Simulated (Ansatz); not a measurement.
# Geometry relaxation, with input and output: CH₇BOSSi (part 2 of 2)

The same run, continued: CH₇BOSSi; RKS PBE0-D4/def2-TZVP (Ansatz 0.2.0). The geometry: PBE-D4/def2-SVP start.

Geometry of the input (Å):
```
C  -1.6094  -0.1458  2.0301
S  -0.6865  0.6637  0.6653
B  0.3488  -0.5617  -0.0689
Si 1.4460  0.0105  -1.6593
O  1.2672  1.6522  -2.0342
H  -1.6364  0.5476  2.8927
H  -1.1095  -1.0902  2.3150
H  -2.6456  -0.3509  1.6976
H  0.3550  -1.6911  0.3846
H  2.9159  -0.1866  -1.4063
H  1.0795  -0.8762  -2.8330
H  0.3521  1.9732  -1.9498
```

Trajectory as extended XYZ, continued:
```
12
Properties=species:S:1:pos:R:3:forces:R:3 step=6 energy=-22579.63634
C    -1.6027   -0.1582    2.0222    0.0218  -0.0044  -0.0169
S    -0.6985    0.6621    0.6862   -0.0059   0.0256  -0.0376
B     0.3354   -0.5360   -0.0563    0.0086  -0.0216   0.0593
Si    1.4369    0.0186   -1.6396    0.0078  -0.0071  -0.0093
O     1.2639    1.6119   -2.0544   -0.0174   0.0187   0.0061
H    -1.5862    0.4880    2.8988   -0.0005   0.0077   0.0160
H    -1.1324   -1.1116    2.2519    0.0008  -0.0132   0.0061
H    -2.6352   -0.3161    1.7132   -0.0146   0.0000   0.0012
H     0.3554   -1.6462    0.3903   -0.0009  -0.0084  -0.0193
H     2.8885   -0.1680   -1.3761   -0.0022  -0.0048   0.0065
H     1.0758   -0.8697   -2.7869   -0.0026  -0.0087  -0.0027
H     0.3761    1.9700   -2.0154    0.0051   0.0162  -0.0094
12
Properties=species:S:1:pos:R:3:forces:R:3 step=7 energy=-22579.63668
C    -1.6009   -0.1600    2.0195   -0.0142   0.0114   0.0096
S    -0.7083    0.6637    0.6774    0.0034  -0.0272   0.0087
B     0.3358   -0.5336   -0.0514   -0.0021  -0.0032  -0.0112
Si    1.4350    0.0208   -1.6365    0.0060  -0.0120   0.0071
O     1.2651    1.6134   -2.0575   -0.0125  -0.0002   0.0083
H    -1.5723    0.4815    2.9001   -0.0021  -0.0034   0.0014
H    -1.1330   -1.1173    2.2402   -0.0007   0.0084  -0.0071
H    -2.6381   -0.3119    1.7219    0.0007   0.0033   0.0045
H     0.3565   -1.6460    0.3906    0.0046   0.0128   0.0018
H     2.8849   -0.1683   -1.3647   -0.0002   0.0048  -0.0125
H     1.0732   -0.8745   -2.7788    0.0058   0.0069  -0.0047
H     0.3790    1.9769   -2.0269    0.0112  -0.0016  -0.0061
12
Properties=species:S:1:pos:R:3:forces:R:3 step=8 energy=-22579.63713
C    -1.6055   -0.1588    2.0177   -0.0180   0.0009   0.0166
S    -0.7139    0.6547    0.6693    0.0038   0.0008   0.0035
B     0.3440   -0.5380   -0.0470   -0.0020  -0.0007   0.0018
Si    1.4373    0.0204   -1.6355    0.0066  -0.0055  -0.0012
O     1.2625    1.6144   -2.0491    0.0007   0.0010   0.0026
H    -1.5584    0.4756    2.9030    0.0089   0.0007  -0.0158
H    -1.1535   -1.1256    2.2282    0.0064  -0.0039  -0.0042
H    -2.6482   -0.2904    1.7300   -0.0030   0.0019   0.0001
H     0.3764   -1.6452    0.4057    0.0021  -0.0013   0.0002
H     2.8900   -0.1651   -1.3761   -0.0056   0.0037  -0.0020
H     1.0721   -0.8698   -2.7808    0.0006   0.0016   0.0010
H     0.3742    1.9726   -2.0316   -0.0004   0.0007  -0.0024
12
Properties=species:S:1:pos:R:3:forces:R:3 step=9 energy=-22579.63728
C    -1.6092   -0.1594    2.0165   -0.0138  -0.0003   0.0244
S    -0.7197    0.6491    0.6638    0.0044   0.0066  -0.0076
B     0.3489   -0.5398   -0.0431   -0.0058   0.0004   0.0025
Si    1.4387    0.0207   -1.6339    0.0055   0.0052  -0.0015
O     1.2607    1.6148   -2.0456   -0.0013   0.0033  -0.0008
H    -1.5405    0.4685    2.9056    0.0034  -0.0142  -0.0250
H    -1.1702   -1.1352    2.2141   -0.0029   0.0047  -0.0012
H    -2.6578   -0.2712    1.7399    0.0145   0.0028   0.0033
H     0.3893   -1.6442    0.4155    0.0000  -0.0029   0.0003
H     2.8927   -0.1597   -1.3786   -0.0060  -0.0003   0.0006
H     1.0730   -0.8687   -2.7798    0.0000  -0.0004   0.0046
H     0.3710    1.9700   -2.0406    0.0020  -0.0050   0.0003
12
Properties=species:S:1:pos:R:3:forces:R:3 step=10 energy=-22579.63734
C    -1.6102   -0.1598    2.0161   -0.0121  -0.0006   0.0207
S    -0.7223    0.6475    0.6615    0.0036   0.0037  -0.0065
B     0.3498   -0.5401   -0.0421   -0.0041   0.0027   0.0023
Si    1.4397    0.0215   -1.6325    0.0011   0.0051  -0.0025
O     1.2593    1.6151   -2.0456   -0.0013   0.0021  -0.0008
H    -1.5298    0.4636    2.9074    0.0000  -0.0172  -0.0231
H    -1.1781   -1.1405    2.2061   -0.0068   0.0103  -0.0013
H    -2.6616   -0.2610    1.7456    0.0202   0.0025   0.0057
H     0.3922   -1.6438    0.4182    0.0000  -0.0016  -0.0004
H     2.8938   -0.1561   -1.3773   -0.0038  -0.0002   0.0022
H     1.0755   -0.8696   -2.7775    0.0002  -0.0003   0.0025
H     0.3687    1.9681   -2.0460    0.0029  -0.0065   0.0011
12
Properties=species:S:1:pos:R:3:forces:R:3 step=11 energy=-22579.63743
C    -1.6111   -0.1607    2.0160   -0.0090  -0.0052   0.0151
S    -0.7253    0.6468    0.6596   -0.0009  -0.0030  -0.0028
B     0.3501   -0.5394   -0.0413   -0.0027   0.0023   0.0015
Si    1.4413    0.0230   -1.6305   -0.0050   0.0059   0.0014
O     1.2555    1.6148   -2.0479   -0.0032   0.0015  -0.0023
H    -1.5085    0.4515    2.9128   -0.0052  -0.0209  -0.0210
H    -1.1936   -1.1511    2.1894   -0.0141   0.0247  -0.0028
H    -2.6675   -0.2399    1.7566    0.0322   0.0021   0.0096
H     0.3944   -1.6426    0.4204   -0.0006   0.0008  -0.0016
H     2.8950   -0.1476   -1.3696    0.0018  -0.0008   0.0005
H     1.0839   -0.8727   -2.7740    0.0014   0.0001   0.0005
H     0.3629    1.9627   -2.0575    0.0055  -0.0077   0.0019
12
Properties=species:S:1:pos:R:3:forces:R:3 step=12 energy=-22579.63749
C    -1.6112   -0.1606    2.0163   -0.0117  -0.0113   0.0115
S    -0.7272    0.6466    0.6585    0.0010  -0.0015   0.0022
B     0.3497   -0.5388   -0.0413   -0.0034   0.0006   0.0009
Si    1.4430    0.0242   -1.6288   -0.0045   0.0019  -0.0039
O     1.2523    1.6142   -2.0505   -0.0036   0.0031  -0.0011
H    -1.4948    0.4431    2.9170   -0.0043  -0.0182  -0.0213
H    -1.2041   -1.1573    2.1788   -0.0143   0.0281  -0.0033
H    -2.6705   -0.2257    1.7645    0.0325   0.0018   0.0098
H     0.3928   -1.6424    0.4195    0.0021   0.0017   0.0001
H     2.8969   -0.1409   -1.3653    0.0015   0.0002   0.0041
H     1.0921   -0.8753   -2.7713   -0.0006  -0.0009  -0.0005
H     0.3580    1.9578   -2.0635    0.0053  -0.0054   0.0016
12
Properties=species:S:1:pos:R:3:forces:R:3 step=13 energy=-22579.63734 accepted=F
C    -1.6110   -0.1606    2.0161   -0.0112  -0.0220   0.0297
S    -0.7236    0.6495    0.6623   -0.0183  -0.0083  -0.0101
B     0.3463   -0.5382   -0.0440    0.0318   0.0136   0.0289
Si    1.4448    0.0258   -1.6273   -0.0070  -0.0078  -0.0067
O     1.2435    1.6121   -2.0583   -0.0056   0.0032   0.0000
H    -1.4672    0.4211    2.9279   -0.0074  -0.0237  -0.0330
H    -1.2292   -1.1717    2.1534   -0.0190   0.0480  -0.0050
H    -2.6752   -0.1920    1.7770    0.0459   0.0022   0.0107
H     0.3952   -1.6396    0.4214   -0.0155  -0.0062  -0.0147
H     2.8980   -0.1263   -1.3510   -0.0022   0.0002   0.0014
H     1.1093   -0.8822   -2.7677    0.0028   0.0014  -0.0014
H     0.3461    1.9469   -2.0758    0.0057  -0.0007   0.0002
12
Properties=species:S:1:pos:R:3:forces:R:3 step=14 energy=-22579.63755
C    -1.6107   -0.1606    2.0157   -0.0093  -0.0074   0.0136
S    -0.7281    0.6474    0.6577    0.0028  -0.0024   0.0046
B     0.3502   -0.5372   -0.0410   -0.0132  -0.0024  -0.0116
Si    1.4436    0.0248   -1.6286    0.0037   0.0002   0.0097
O     1.2480    1.6130   -2.0551   -0.0025   0.0008  -0.0024
H    -1.4797    0.4326    2.9211   -0.0022  -0.0106  -0.0146
H    -1.2157   -1.1637    2.1660   -0.0074   0.0182  -0.0036
H    -2.6724   -0.2098    1.7724    0.0183   0.0016   0.0040
H     0.3924   -1.6413    0.4186    0.0048   0.0019   0.0042
H     2.8967   -0.1336   -1.3556    0.0011  -0.0006  -0.0061
H     1.1002   -0.8794   -2.7697    0.0023   0.0013   0.0022
H     0.3524    1.9528   -2.0676    0.0016  -0.0006  -0.0001
12
Properties=species:S:1:pos:R:3:forces:R:3 step=15 energy=-22579.63761
C    -1.6110   -0.1606    2.0158   -0.0066  -0.0064   0.0128
S    -0.7285    0.6480    0.6584    0.0008  -0.0006  -0.0006
B     0.3488   -0.5366   -0.0417   -0.0001   0.0007  -0.0015
Si    1.4452    0.0258   -1.6272    0.0052  -0.0036  -0.0013
O     1.2440    1.6118   -2.0593   -0.0019  -0.0005   0.0009
H    -1.4663    0.4224    2.9256   -0.0009  -0.0064  -0.0111
H    -1.2279   -1.1698    2.1543   -0.0041   0.0118  -0.0024
H    -2.6747   -0.1942    1.7798    0.0100   0.0011   0.0019
H     0.3925   -1.6403    0.4186    0.0004  -0.0003   0.0009
H     2.8986   -0.1267   -1.3518   -0.0025   0.0011   0.0000
H     1.1095   -0.8829   -2.7669   -0.0008   0.0009   0.0013
H     0.3470    1.9479   -2.0718    0.0003   0.0022  -0.0008
12
Properties=species:S:1:pos:R:3:forces:R:3 step=16 energy=-22579.63762
C    -1.6113   -0.1607    2.0158   -0.0035  -0.0040   0.0080
S    -0.7287    0.6478    0.6583    0.0003   0.0008  -0.0024
B     0.3490   -0.5365   -0.0418    0.0018   0.0002   0.0012
Si    1.4459    0.0261   -1.6268    0.0014  -0.0014  -0.0007
O     1.2425    1.6114   -2.0605   -0.0014  -0.0013   0.0010
H    -1.4610    0.4186    2.9268   -0.0005  -0.0035  -0.0059
H    -1.2328   -1.1720    2.1498   -0.0023   0.0060  -0.0012
H    -2.6756   -0.1881    1.7826    0.0053   0.0007   0.0008
H     0.3932   -1.6400    0.4189   -0.0004  -0.0006   0.0003
H     2.8992   -0.1239   -1.3500   -0.0021   0.0004  -0.0006
H     1.1118   -0.8841   -2.7657    0.0007   0.0006   0.0003
H     0.3450    1.9461   -2.0734    0.0007   0.0021  -0.0008
12
Properties=species:S:1:pos:R:3:forces:R:3 step=17 energy=-22579.63763
C    -1.6117   -0.1608    2.0157   -0.0004  -0.0009   0.0018
S    -0.7295    0.6474    0.6577    0.0001   0.0015  -0.0026
B     0.3495   -0.5363   -0.0413    0.0007  -0.0010   0.0009
Si    1.4464    0.0264   -1.6262    0.0011   0.0008  -0.0011
O     1.2410    1.6111   -2.0615   -0.0021  -0.0023   0.0014
H    -1.4549    0.4145    2.9279   -0.0002  -0.0005  -0.0001
H    -1.2384   -1.1745    2.1448   -0.0006   0.0002   0.0000
H    -2.6768   -0.1813    1.7861    0.0007   0.0002   0.0000
H     0.3941   -1.6397    0.4197    0.0000   0.0000   0.0002
H     2.8997   -0.1211   -1.3485   -0.0004   0.0002   0.0002
H     1.1147   -0.8852   -2.7647   -0.0003   0.0001   0.0001
H     0.3430    1.9444   -2.0756    0.0013   0.0017  -0.0007
12
Properties=species:S:1:pos:R:3:forces:R:3 step=18 energy=-22579.63764
C    -1.6120   -0.1609    2.0155    0.0005   0.0003  -0.0012
S    -0.7305    0.6469    0.6568    0.0002   0.0011  -0.0013
B     0.3499   -0.5363   -0.0410    0.0000  -0.0013   0.0003
Si    1.4468    0.0266   -1.6258   -0.0003   0.0021  -0.0008
O     1.2401    1.6110   -2.0618   -0.0021  -0.0027   0.0013
H    -1.4505    0.4117    2.9285   -0.0003   0.0001   0.0014
H    -1.2423   -1.1763    2.1412   -0.0003  -0.0010   0.0004
H    -2.6777   -0.1767    1.7886   -0.0004  -0.0002   0.0002
H     0.3951   -1.6395    0.4206    0.0004   0.0005   0.0004
H     2.9001   -0.1193   -1.3476    0.0006  -0.0001   0.0001
H     1.1162   -0.8858   -2.7640   -0.0001  -0.0002  -0.0003
H     0.3417    1.9434   -2.0771    0.0017   0.0012  -0.0005
```

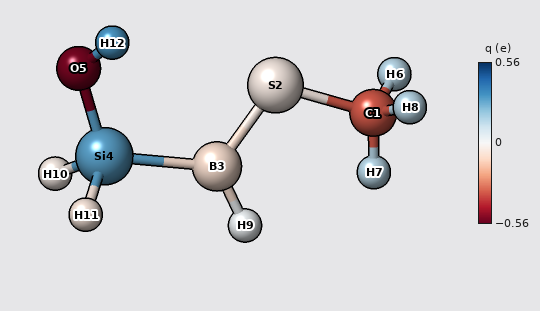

*Mulliken charges, as the colour of each atom (ball-and-stick view, seen at a tilt; atoms are numbered from 1 in the order of the input; Mulliken charges depend strongly on the basis).*

By element: C −0.34, S −0.04, B −0.08, Si +0.30, O −0.53 and H −0.06 to +0.32 e.

Key numbers:

| quantity | value |
| --- | --- |
| outcome | converged |
| total energy | −22579.6377 eV |
| mean-field energy | −22579.4146 eV |
| dispersion energy | −0.2230 eV |
| SCF solution under orbital rotations | stable |
| largest force (length of the vector) at the end | 0.004 eV/Å |
| dipole moment | 3.38 D |
| wall time | 64 s (CPU time 3.7 min) |
| peak memory | 0.57 GiB |
